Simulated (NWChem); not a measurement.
# triplet Si2H6: levels of theory compared

Aim: a comparison of 5 runs (UHF/STO-3G, UHF/3-21G, UB3LYP/6-31G*, UB2PLYP/aug-cc-pVDZ) of triplet Si2H6. 

The calculation is run with NWChem 7.3.0.

1 further run of the same task is left out (it didn't finish).

## Step 1: Starting point

Si2H6: 8 atoms, total charge 0, spin state triplet. SMILES of the parent species: `[SiH3][SiH3]`. The shape is that of a PBE0-D4/def2-TZVP optimisation. That shape belongs to the parent species and isn't relaxed for this state.

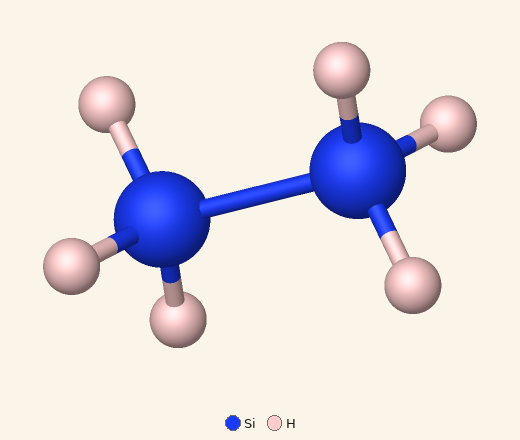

Viewed from a chosen angle; silicon blue, hydrogen pink.

## Step 2: A single-point energy at UHF/STO-3G (run 1)

h6si2.xyz

```xyz
8
H6Si2 hf
Si    -0.340500     0.490200    -1.004900
Si     0.363500    -0.504400     0.991000
H      0.833900     0.948200    -1.794900
H     -1.112900    -0.483900    -1.821900
H     -1.208000     1.664100    -0.717900
H      1.139000     0.468600     1.806300
H      1.228100    -1.680500     0.704000
H     -0.811000    -0.959200     1.782600
```

h6si2.nw

```
start h6si2
title "H6Si2 hf"
memory 2200 mb

geometry noautosym nocenter noautoz
   load format xyz h6si2.xyz
end

basis spherical bse
   Si library STO-3G
   H library STO-3G
end

scf
   nopen 2
   uhf
   thresh 1e-08
   maxiter 80
end

task scf energy
```

Command:

```console
$ nwchem h6si2.nw > h6si2.out
```

Log:

```text
[...]
  functions       =    24
[...]
  wavefunction    = UHF
[...]
         Total SCF energy =   -574.347961980433
      One electron energy =   -981.423055263239
      Two electron energy =    316.302005547915
 Nuclear repulsion energy =     90.773087734890
                       Sz =      1.0000
                 Sz(Sz+1) =      2.0000
                      S^2 =      2.0032
[...]
```

Wall time 2.3 s (1 thread of Intel Xeon Platinum 8259CL at 2.50GHz (Skylake/Cascade Lake), shared host); peak memory 0.099 GiB.

## Step 3: A single-point energy at UHF/3-21G (run 2)

a.xyz

```xyz
8
H6Si2
Si    -0.340500     0.490200    -1.004900
Si     0.363500    -0.504400     0.991000
H      0.833900     0.948200    -1.794900
H     -1.112900    -0.483900    -1.821900
H     -1.208000     1.664100    -0.717900
H      1.139000     0.468600     1.806300
H      1.228100    -1.680500     0.704000
H     -0.811000    -0.959200     1.782600
```

run.py

```python
from ase.io import read
from ase.calculators.nwchem import NWChem

atoms = read('a.xyz')

calc = NWChem(
    label='a',
    theory='scf',
    memory='2200 mb',
    basis='3-21G',
    basispar='spherical bse',
    scf={'nopen': '2', 'uhf': None, 'thresh': '1e-08', 'maxiter': '80'},
    task='energy',
)
atoms.calc = calc

e = atoms.get_potential_energy()
print(f"E = {e:.6f} eV")
```

Command:

```console
$ export ASE_NWCHEM_COMMAND="nwchem PREFIX.nwi > PREFIX.nwo"
$ python run.py
```

Log:

```text
E = -15727.351400 eV
```

The calculator wrote a.nwi:

```
title "a"

permanent_dir a

scratch_dir a

start a

geometry units angstrom nocenter noautosym noautoz
  Si -3.4050000000000002e-01 4.9020000000000002e-01 -1.0048999999999999e+00
  Si 3.6349999999999999e-01 -5.0439999999999996e-01 9.9099999999999999e-01
  H  8.3389999999999997e-01 9.4820000000000004e-01 -1.7948999999999999e+00
  H  -1.1129000000000000e+00 -4.8390000000000000e-01 -1.8219000000000001e+00
  H  -1.2080000000000000e+00 1.6640999999999999e+00 -7.1789999999999998e-01
  H  1.1390000000000000e+00 4.6860000000000002e-01 1.8063000000000000e+00
  H  1.2281000000000000e+00 -1.6805000000000001e+00 7.0399999999999996e-01
  H  -8.1100000000000005e-01 -9.5920000000000005e-01 1.7826000000000000e+00
end

memory 2200 mb

basis spherical bse noprint
   * library 3-21G
end

scf
  nopen 2
  uhf
  thresh 1e-08
  maxiter 80
end

task scf energy
```

a.nwo:

```text
Northwest Computational Chemistry Package (NWChem) 7.3.0
             --------------------------------------------------------

           Job information
           ---------------

    nwchem branch   = 7.3.0
    use scalapack   = T
    input           = a.nwi
    prefix          = a.
    data base       = a/a.db
    status          = startup
    nproc           =        1

           Memory information
           ------------------

[... 5 lines left out ...]
    hardfail = no
[... 125 lines left out ...]
 1-e energy   =    -981.428894
[... 9 lines left out ...]
 Convergence threshold     :          1.000E-08
[... 17 lines left out ...]
      One electron energy =   -981.770996237319
[... 9 lines left out ...]
          Final alpha eigenvalues
[... 266 lines left out ...]
                     UHF Final Beta Molecular Orbital Analysis
[... 256 lines left out ...]
       Multipole analysis of the density wrt the origin
       ------------------------------------------------

     L   x y z        total         alpha         beta         nuclear
     -   - - -        -----         -----         ----         -------
     0   0 0 0     -0.000000    -18.000000    -16.000000     34.000000

     1   1 0 0     -0.000053     -0.391289     -0.347836      0.739072
[... 8 lines of this table left out ...]
     2   0 0 2    -29.769070    -97.678948    -81.642847    149.552726

 Task  times  cpu:        2.6s     wall:        2.6s
 Total times  cpu:        2.7s     wall:        2.7s
```

It took 4.2 s on 1 thread of Intel Xeon Platinum 8259CL at 2.50GHz (Skylake/Cascade Lake), shared host; peak memory 0.099 GiB.

Runs 3 to 4 aren't shown in full; the table further down has their settings and results.

## Step 4: A single-point energy at UB2PLYP/aug-cc-pVDZ (run 5)

h6si2.nw

```
start h6si2
title "H6Si2"
memory stack 880 mb heap 220 mb global 1100 mb
charge 0

geometry units angstrom noautosym nocenter noautoz
   Si    -0.340500     0.490200    -1.004900
   Si     0.363500    -0.504400     0.991000
   H      0.833900     0.948200    -1.794900
   H     -1.112900    -0.483900    -1.821900
   H     -1.208000     1.664100    -0.717900
   H      1.139000     0.468600     1.806300
   H      1.228100    -1.680500     0.704000
   H     -0.811000    -0.959200     1.782600
end

basis "ao basis" spherical bse
   Si library aug-cc-pVDZ
   H library aug-cc-pVDZ
end

dft
   xc hfexch 0.53 becke88 0.47 lyp 0.73 mp2 0.27
   dftmp2 semidirect
   mult 3
   grid fine
   convergence energy 1e-08
   iterations 100
   mulliken
   print medium
end

mp2
   freeze core 10
end

task dft energy
```

Command:

```console
$ nwchem h6si2.nw > h6si2.out
```

Log:

```text
[...]
          Wavefunction type:  spin polarized.
          No. of atoms     :     8
          No. of electrons :    34
[...]
          Charge           :     0
          Spin multiplicity:     3
[...]
          AO basis - number of functions:   108
[...]
              XC Information
              --------------
                     Hartree-Fock (Exact) Exchange  0.530
                    Becke 1988 Exchange Functional  0.470
              Lee-Yang-Parr Correlation Functional  0.730
[...]
 d= 0,ls=0.0,diis     1   -581.8875596805 -6.73D+02  1.26D-01  7.71D-02    13.2
[...]
 d= 0,ls=0.0,diis    16   -581.9603920282  4.58D-09  9.78D-07  6.23D-12   152.3
[...]
         Total DFT energy =     -581.960392028222
      One electron energy =     -983.492591247497
           Coulomb energy =      354.292101428618
    Exchange-Corr. energy =      -43.532989944233
 Nuclear repulsion energy =       90.773087734890
[...]
      Total Density - Mulliken Population Analysis
     ---------------------------------------------
    Atom       Charge   Shell Charges
 -----------   ------   -------------------------------------------------------
    1 Si  14    14.20   2.00  2.03  0.85  0.60 -0.50  6.01  1.46  1.35  0.14  0.20  0.05
    2 Si  14    14.20   2.00  2.03  0.85  0.60 -0.50  6.01  1.46  1.35  0.14  0.20  0.05
    3 H    1     0.93   0.70 -0.00  0.22  0.01 -0.00
    4 H    1     0.93   0.70 -0.00  0.22  0.01 -0.00
    5 H    1     0.93   0.70 -0.00  0.22  0.01 -0.00
    6 H    1     0.93   0.70 -0.00  0.22  0.01 -0.00
    7 H    1     0.93   0.70 -0.00  0.22  0.01 -0.00
    8 H    1     0.93   0.70 -0.00  0.22  0.01 -0.00
[...]
      <S2> =      2.0054 (Exact =     2.0000)
[...]
  Basis functions       =    108
[...]
```

Wall time 3.1 min (1 thread of Intel Xeon Platinum 8259CL at 2.50GHz (Skylake/Cascade Lake), shared host); peak memory 0.26 GiB.

## Step 5: The series

| run | level | iteration cap | module | energy (Eh) | dipole moment (D) | HOMO energy (eV) | ⟨S²⟩ | wall time |
| --- | --- | --- | --- | --- | --- | --- | --- | --- |
| 1 | UHF/STO-3G | 80 | scf | -574.347962 | 0.00 | 0.37 | 2.003 | 2.3 s |
| 2 | UHF/3-21G | 80 | scf | -577.969508 | 0.00 | -3.40 | 2.011 | 4.2 s |
| 3 | UB3LYP/6-31G* (spherical functions) | 100 | dft | -582.320195 | 0.00 | -1.51 | 2.003 | 62 s |
| 4 | UB3LYP/6-31G* (Cartesian functions) | 100 | dft | -582.323803 | 0.00 | -1.51 | 2.003 | 58 s |
| 5 | UB2PLYP/aug-cc-pVDZ | 100 | dft | -582.035726 | 0.00 | -2.33 | 2.005 | 3.1 min |

## Step 6: Results

```
                                                       quantity          value
                                            run 5: total energy  -582.03573 Eh
                                run 5: dipole moment (SCF part)         0.00 D
run 5: HOMO energy (SCF part's orbitals) (highest over α and β)       -2.33 eV
                                                    run 5: ⟨S²⟩          2.005
```

In words: Totals of different functionals can't be ranked against each other. In run 1 the basis is minimal, so the values are rough. All runs together took 5.1 min, the longest 3.1 min.
